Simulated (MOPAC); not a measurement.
# RM1 run of C4H7F (SMILES C/C=C\CF)

Aim: the electrostatic solvation energy at fixed shape (COSMO, dichloromethane) of C4H7F at RM1, from 2 runs. 

Program for the calculation: MOPAC 23.2.5.

## 1. The system as given

C4H7F has 12 atoms, charge 0, and is taken as a singlet. SMILES: `C/C=C\CF`. Geometry: relaxed at GFN2-xTB.

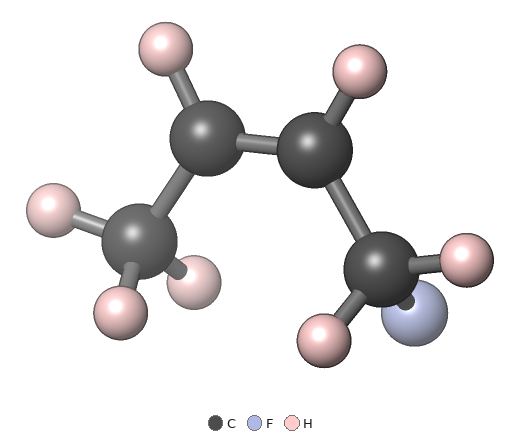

The structure, seen from a chosen angle (carbon dark grey, fluorine light blue, hydrogen pink).

## 2. Energy and forces at RM1

File job.mop:

```
RM1 GRADIENTS 1SCF DISP BONDS AUX(PRECISION=6) T=10M THREADS=1
RM1 gradient

C     -1.244440 1     0.551380 1     0.732090 1
C      0.234960 1     0.486930 1     0.930020 1
C      1.074750 1    -0.112730 1     0.096940 1
C      0.634610 1    -0.791080 1    -1.165820 1
F      0.074180 1     0.111920 1    -2.051330 1
H     -1.726460 1     1.079120 1     1.549560 1
H     -1.479090 1     1.060370 1    -0.201520 1
H     -1.663680 1    -0.453310 1     0.668740 1
H      0.628430 1     0.972090 1     1.812190 1
H      2.136350 1    -0.111350 1     0.292250 1
H     -0.143720 1    -1.539540 1    -0.971230 1
H      1.474100 1    -1.253780 1    -1.691900 1
```

Launch:

```bash
mopac job.mop
```

job.out, shortened:

```text
MOPAC v23.2.5
RM1 CALCULATION RESULTS
[...]
           Empirical Formula: C4 H7 F  =    12 atoms
      MOLECULAR POINT GROUP   :   C1
[...]
     SCF FIELD WAS ACHIEVED
[...]
                              SUM =        -40.24724 KCAL/MOL = FINAL HEAT OF FORMATION
[... 1 line left out ...]
          TOTAL ENERGY            =      -1087.81171 EV
          ELECTRONIC ENERGY       =      -3434.02150 EV
[... 8 lines left out ...]
          MOLECULAR WEIGHT        =         74.0977         POINT GROUP:  C1
[... 24 lines left out ...]
       FINAL  POINT  AND  DERIVATIVES
[... 48 lines left out ...]
                             CARTESIAN COORDINATES
   1    C       -1.244440000     0.551380000     0.732090000
   2    C        0.234960000     0.486930000     0.930020000
   3    C        1.074750000    -0.112730000     0.096940000
[... 8 lines of this table left out ...]
  12    H        1.474100000    -1.253780000    -1.691900000
           Empirical Formula: C4 H7 F  =    12 atoms
      MOLECULAR POINT GROUP   :   C1
[...]
              NET ATOMIC CHARGES AND DIPOLE CONTRIBUTIONS
  ATOM NO.   TYPE          CHARGE      No. of ELECS.   s-Pop       p-Pop
    1          C          -0.170939        4.1709     1.14432     3.02662
    2          C          -0.063556        4.0636     1.18835     2.87520
    3          C          -0.231700        4.2317     1.19490     3.03680
[... 8 lines of this table left out ...]
   12          H           0.057764        0.9422     0.94224
 DIPOLE           X         Y         Z       TOTAL
 POINT-CHG.     0.227    -0.948     1.401     1.707
 HYBRID         0.019     0.071    -0.026     0.078
 SUM            0.246    -0.877     1.375     1.649
[...]
 * JOB ENDED NORMALLY *
[...]
```

Wall time 0.04 s (1 thread of Arm Neoverse N1, shared host).

## 3. The energy at RM1 (COSMO dichloromethane)

File job.py:

```python
from ase.calculators.mopac import MOPAC
from ase import Atoms

molecule = Atoms(
    ['C', 'C', 'C', 'C', 'F', 'H', 'H', 'H', 'H', 'H', 'H', 'H'],
    positions=[
        [-1.244440, 0.551380, 0.732090],
        [0.234960, 0.486930, 0.930020],
        [1.074750, -0.112730, 0.096940],
        [0.634610, -0.791080, -1.165820],
        [0.074180, 0.111920, -2.051330],
        [-1.726460, 1.079120, 1.549560],
        [-1.479090, 1.060370, -0.201520],
        [-1.663680, -0.453310, 0.668740],
        [0.628430, 0.972090, 1.812190],
        [2.136350, -0.111350, 0.292250],
        [-0.143720, -1.539540, -0.971230],
        [1.474100, -1.253780, -1.691900],
    ],
)
pm = MOPAC(label="job", method="RM1", task="1SCF GRADIENTS EPS=8.93 ITRY=80 PL DAMP=1.0 THREADS=1 AUX(PRECISION=6)")
molecule.calc = pm
energy = molecule.get_potential_energy()
print(f"heat of formation: {energy:.6f} eV")
print("forces (eV/A):")
for sym, f in zip(molecule.get_chemical_symbols(), molecule.get_forces()):
    print(f"{sym:2s} {f[0]:10.5f} {f[1]:10.5f} {f[2]:10.5f}")
print("dipole (e A):", molecule.get_dipole_moment().round(4))
homo, lumo = pm.get_homo_lumo_levels()
print(f"HOMO {homo:.3f} eV, LUMO {lumo:.3f} eV, gap {lumo - homo:.3f} eV")
```

Launch:

```bash
export ASE_MOPAC_COMMAND="mopac PREFIX.mop > /dev/null 2>&1"
python job.py
```

What it wrote:

```text
heat of formation: -1.828437 eV
forces (eV/A):
C     1.01136   -0.18230   -0.05114
C    -0.49884   -0.02096   -0.17868
C    -0.31508    0.09013   -0.39570
C    -0.83742    1.41041   -0.88799
F     0.64418   -0.74242    1.00521
H    -0.32107    0.17945    0.24488
H    -0.23213    0.23316   -0.24640
H    -0.25450   -0.27313    0.03035
H     0.09639    0.23820    0.48611
H     0.50395   -0.09278    0.06476
H    -0.17362   -0.47394    0.12217
H     0.37678   -0.36583   -0.19356
dipole (e A): [ 0.0629 -0.213   0.3215]
HOMO -10.046 eV, LUMO 1.153 eV, gap 11.199 eV
```

The calculator wrote job.mop:

```
RM1 1SCF GRADIENTS EPS=8.93 ITRY=80 PL DAMP=1.0 THREADS=1 AUX(PRECISION=6) DISP RELSCF=0.0001 
Title: ASE calculation

 C  -1.24444 1 0.55138 1 0.73209 1
 C  0.23496 1 0.48693 1 0.93002 1
 C  1.07475 1 -0.11273 1 0.09694 1
 C  0.63461 1 -0.79108 1 -1.16582 1
 F  0.07418 1 0.11192 1 -2.05133 1
 H  -1.72646 1 1.07912 1 1.54956 1
 H  -1.47909 1 1.06037 1 -0.20152 1
 H  -1.66368 1 -0.45331 1 0.66874 1
 H  0.62843 1 0.97209 1 1.81219 1
 H  2.13635 1 -0.11135 1 0.29225 1
 H  -0.14372 1 -1.53954 1 -0.97123 1
 H  1.4741 1 -1.25378 1 -1.6919 1
```

It took 0.26 s on 1 thread of Arm Neoverse N1, shared host.

## 4. Results

At RM1:

| quantity | value |
| --- | --- |
| gas phase: total energy | -39.97634 Eh |
| gas phase: dipole moment | 1.65 D |
| gas phase: HOMO energy | -10.06 eV |
| gas phase: LUMO energy | 1.14 eV |
| gas phase: HOMO–LUMO gap | 11.20 eV |
| gas phase: heat of formation | -40.2 kcal/mol |
| gas phase: largest force on an atom | 2.103 eV/Å |
| COSMO, dichloromethane: total energy | -39.97940 Eh |
| COSMO, dichloromethane: dipole moment | 1.88 D |
| COSMO, dichloromethane: HOMO energy | -10.05 eV |
| COSMO, dichloromethane: LUMO energy | 1.15 eV |
| COSMO, dichloromethane: HOMO–LUMO gap | 11.20 eV |
| COSMO, dichloromethane: heat of formation | -42.2 kcal/mol |
| COSMO, dichloromethane: largest force on an atom | 1.865 eV/Å |
| energy change from gas to solvent at fixed shape | -0.083 eV |

In words: The solvent model (COSMO, dichloromethane) lowers the energy by 0.08 eV (−8.0 kJ/mol) at the same shape. It holds the electrostatic part alone, without cavity or dispersion terms. The largest force (COSMO, dichloromethane) is 1.87 eV/Å: the shape isn't a stationary point for this species at this level. The largest force (gas phase) is 2.10 eV/Å: the shape isn't a stationary point for this species at this level.
